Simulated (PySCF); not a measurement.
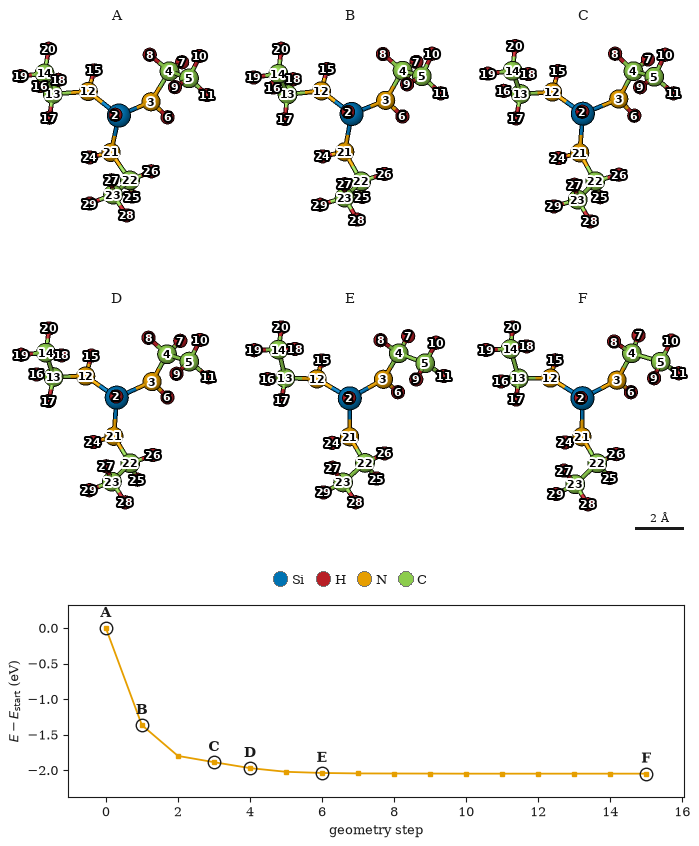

Frames of a relaxation of C6H19N3Si, marked on the history of the run. Style: ball-and-stick. Shown face on.

The start comes from GFN2-xTB. Its atoms were then displaced at random by about 0.03 Å.

Computed with PySCF 2.14.0, density-fitted response routines, PBE0-D3(BJ)/def2-SVP geometry optimisation, gas phase. 

**What happens along the run?**

After 15 geometry steps the energy has fallen by 2.047 eV. The atom that moves furthest after the best rigid fit is an H atom (0.73 Å). Largest moves by element: H 0.73 Å, C 0.36 Å, N 0.23 Å, Si 0.12 Å. Some distances before and after: C–N 1.582 → 1.443 Å, N–Si 1.617 → 1.726 Å, C–N 1.527 → 1.443 Å, C–H 1.030 → 1.104 Å. Bond angles that change, for instance: H–C–H 116.0° → 105.1°, H–C–H 98.0° → 108.4°, H–Si–N 118.8° → 109.2°. Groups turn about N–Si by about 25°, N–Si by about 20°. The run took 3.8 min on 2 threads of Intel(R) Xeon(R) 6975P-C (shared host). From step 0 to 1: an H atom moves most (0.23 Å), energy −1.365 eV. From step 1 to 3: an H atom moves most (0.24 Å), energy −0.521 eV. From step 3 to 4: an H atom moves most (0.18 Å), energy −0.084 eV. From step 4 to 6: an H atom moves most (0.39 Å), energy −0.068 eV. From step 6 to 15: an H atom moves most (0.21 Å), energy −0.010 eV.

| step | E − E(0), eV |
| --- | --- |
| 0 | 0.0000 |
| 1 | -1.3650 |
| 2 | -1.7976 |
| 3 | -1.8858 |
| 4 | -1.9693 |
| 5 | -2.0214 |
| 6 | -2.0376 |
| 7 | -2.0440 |
| 8 | -2.0452 |
| 9 | -2.0462 |
| 10 | -2.0474 |
| 11 | -2.0476 |
| 12 | -2.0475 |
| 13 | -2.0474 |
| 14 | -2.0473 |
| 15 | -2.0473 |
